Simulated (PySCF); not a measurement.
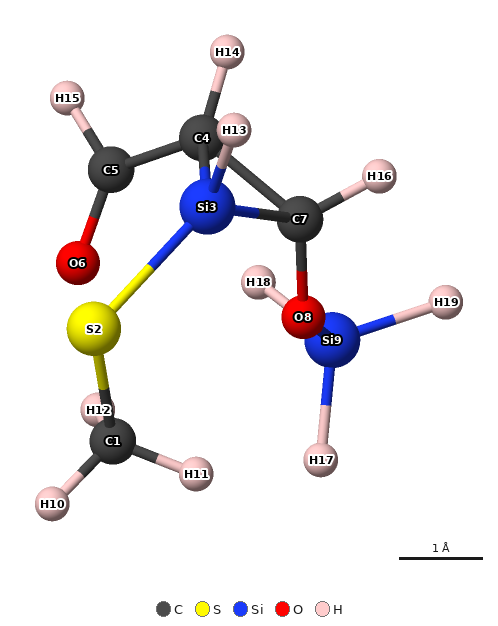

The structure (ball-and-stick view, seen at a tilt; atoms are numbered from 1 in the order of the input).

## C4H10O2SSi2: NMR shielding calculation

C4H10O2SSi2, computed with GIAO PBE0/pcSseg-1 NMR shielding, non-relativistic, gas phase (PySCF 2.14.0).

The geometry comes from this level: GFN2-xTB. Figures and captions count atoms from 1; the log counts them from 0 in places.

## The program's output
```
coarse grid: 17592 points
cycle   1  E = -1284.9771333938  dE =  1.296e+00  |g| = 9.940e-01  |ddm| = 4.082e+00
cycle   2  E = -1284.3468000045  dE =  6.303e-01  |g| = 2.012e+00  |ddm| = 3.278e+00
cycle   3  E = -1285.1611475203  dE = -8.143e-01  |g| = 2.333e-01  |ddm| = 2.668e+00
cycle   4  E = -1285.1697551720  dE = -8.608e-03  |g| = 1.279e-01  |ddm| = 2.862e-01
cycle   5  E = -1285.1727629431  dE = -3.008e-03  |g| = 2.601e-02  |ddm| = 1.177e-01
cycle   6  E = -1285.1729015085  dE = -1.386e-04  |g| = 8.650e-03  |ddm| = 3.624e-02
cycle   7  E = -1285.1729178828  dE = -1.637e-05  |g| = 1.876e-03  |ddm| = 9.337e-03
cycle   8  E = -1285.1729186442  dE = -7.614e-07  |g| = 5.714e-04  |ddm| = 2.220e-03
final grid: 156568 points
cycle   9  E = -1285.2491781611  dE = -2.695e-05  |g| = 1.395e-02  |ddm| = 3.352e-02
cycle  10  E = -1285.2490926792  dE =  8.548e-05  |g| = 2.506e-02  |ddm| = 2.915e-02
cycle  11  E = -1285.2492145608  dE = -1.219e-04  |g| = 2.947e-03  |ddm| = 2.109e-02
cycle  12  E = -1285.2492162662  dE = -1.705e-06  |g| = 4.126e-04  |ddm| = 2.617e-03
cycle  13  E = -1285.2492163007  dE = -3.450e-08  |g| = 1.361e-04  |ddm| = 5.497e-04
cycle  14  E = -1285.2492163040  dE = -3.340e-09  |g| = 4.809e-05  |ddm| = 1.349e-04
cycle  15  E = -1285.2492163046  dE = -5.666e-10  |g| = 9.436e-06  |ddm| = 5.734e-05
```

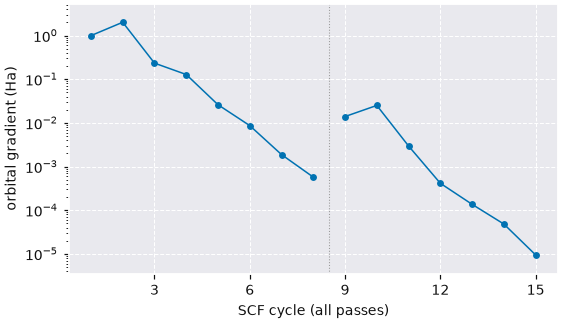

Convergence of the self-consistent field: orbital gradient against the SCF cycle. The dotted line marks the change from a coarse to the final integration grid. The first 8 cycles use a coarse grid, the final grid takes over at cycle 9, and the field converges after 15 cycles in all.

```
converged SCF energy = -1285.2492163046

GIAO shielding tensors (ppm)
atom      isotropic    diamagn.    paramagn.     s11        s22        s33       span
  0 C      172.152     252.304     -80.153    162.725    164.036    189.695     26.971
  1 S      722.488    1057.141    -334.653    570.759    633.869    962.835    392.076
  2 Si     407.854     879.804    -471.949    262.879    363.160    597.524    334.645
  3 C      145.767     267.110    -121.342    114.283    140.057    182.962     68.678
  4 C      -16.045     243.623    -259.667   -109.273    -37.491     98.630    207.904
  5 O     -299.519     405.938    -705.457   -893.323   -382.038    376.805   1270.128
  6 C      120.361     244.095    -123.734     81.545    108.244    171.295     89.750
  7 O      329.464     399.864     -70.399    263.411    343.353    381.630    118.219
  8 Si     384.558     880.950    -496.392    337.774    350.112    465.787    128.013
  9 H       30.058      29.273       0.785     24.016     27.179     38.980     14.964
 10 H       29.213      32.060      -2.847     24.645     27.177     35.816     11.172
 11 H       27.368      32.216      -4.847     20.445     27.372     34.288     13.842
 12 H       27.483      28.892      -1.409     21.889     24.807     35.753     13.863
 13 H       29.355      33.512      -4.157     25.430     26.613     36.023     10.593
 14 H       21.203      27.433      -6.230     18.879     19.191     25.539      6.659
 15 H       27.111      30.474      -3.364     22.208     26.786     32.337     10.129
 16 H       27.020      30.380      -3.360     22.919     25.620     32.522      9.603
 17 H       27.034      30.138      -3.104     23.184     26.716     31.202      8.018
 18 H       26.950      29.427      -2.477     23.566     24.850     32.433      8.867
```

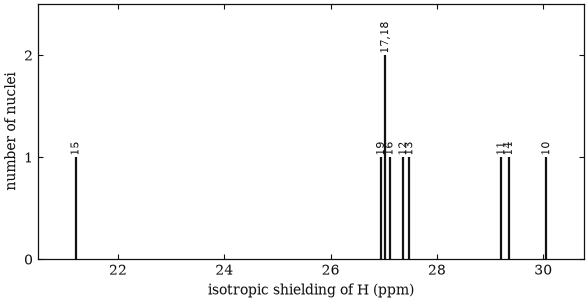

Isotropic shieldings of the hydrogen nuclei in this fixed geometry, labelled by atom number; shielding grows to the right, so chemical shift grows to the left. The least shielded is H15 (21.2 ppm), the most shielded H10 (30.1 ppm).

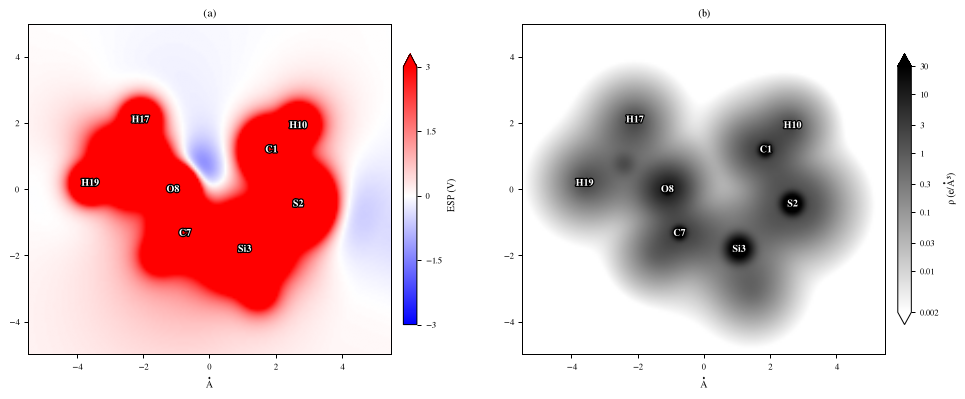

(a) molecular electrostatic potential; (b) total electron density on the plane of atoms C1, S2 and Si3. C–S (1.83 Å): ρ is about 1.2 e/Å³ halfway. C–Si (1.88 Å): ρ is about 0.88 e/Å³ halfway.

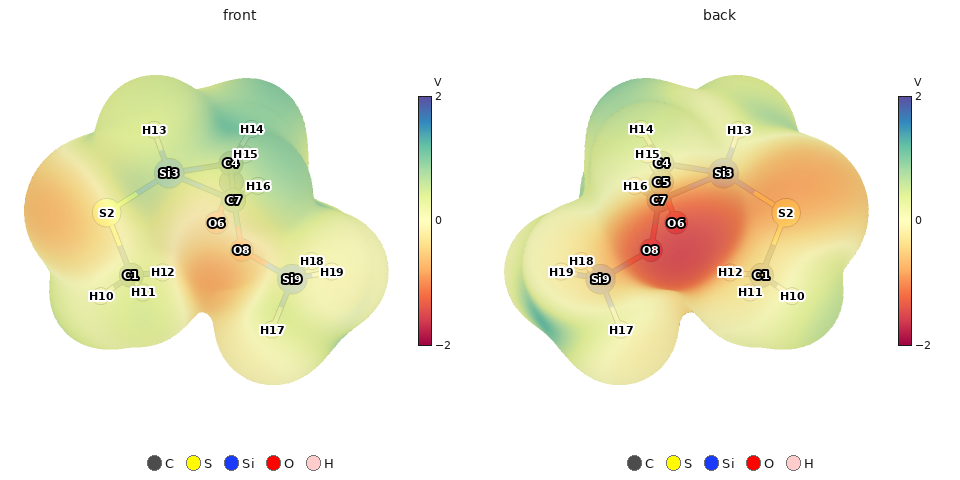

The molecular electrostatic potential painted on the density surface at 0.001 e/bohr³, seen face on and from behind; the colour scale runs from red (negative) to blue (positive). Its dipole moment is 2.51 D.

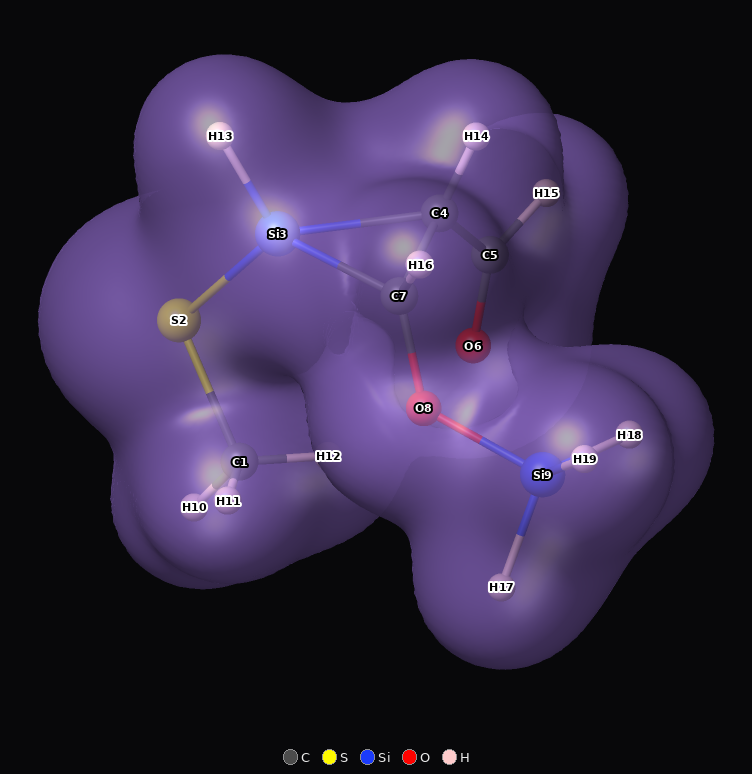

Isosurface of the total electron density at 0.05 e/Å³ (purple), seen at a tilt. At this value the surface is in one piece. On the grid the lowest density along these lines, outside the cores, is 2.8 e/Å³ (C–O, 1.21 Å), 1.9 e/Å³ (C–C, 1.44 Å), 0.97 e/Å³ (Si–O, 1.63 Å) and 1.2 e/Å³ (C–S, 1.83 Å).

The run was set up as follows.

## The input
```
{"job": {"kind": "nmr", "xc": "PBE0", "basis": "pcSseg-1"}, "charge": 0, "multiplicity": 1}
C     -1.273006     0.254172    -2.109754
S     -2.613612    -0.409003    -1.057279
Si    -1.595569    -1.163822     0.633035
C     -0.490677    -0.063683     1.801478
C     -0.459209     1.347683     1.507358
O     -0.314879     1.854794     0.414556
C      0.261638    -1.079318     0.894684
O      1.070261    -0.596826    -0.106164
Si     2.522931     0.132465    -0.020990
H     -1.763756     0.705078    -2.965540
H     -0.627306    -0.557454    -2.425189
H     -0.717992     0.998634    -1.549224
H     -2.393871    -2.138578     1.340656
H     -0.460228    -0.305480     2.856208
H     -0.633942     1.989441     2.396223
H      0.754266    -1.850089     1.486733
H      2.734360     0.320503    -1.446305
H      2.507919     1.359470     0.770975
H      3.482868    -0.788738     0.601404
```

The first line tells a small driver script what to run in PySCF; the rest is the geometry in Å.

Launched with:
```bash
OMP_NUM_THREADS=1 python <driver script> task.json out
```

## Results in brief

| quantity | value |
| --- | --- |
| outcome | converged |
| total energy | −1285.249216 hartree |
| HOMO | −6.65 eV |
| LUMO | −0.86 eV |
| dipole moment | 2.51 D |
| isotropic shielding, C | −16.0 to 172.2 ppm |
| isotropic shielding, S | 722.5 ppm |
| isotropic shielding, Si | 384.6 to 407.9 ppm |
| isotropic shielding, O | −299.5 to 329.5 ppm |
| isotropic shielding, H | 21.2 to 30.1 ppm |
| hardware | 1 CPU thread, shared host |
| wall time | 1.9 min |
| peak memory | 1.1 GiB |
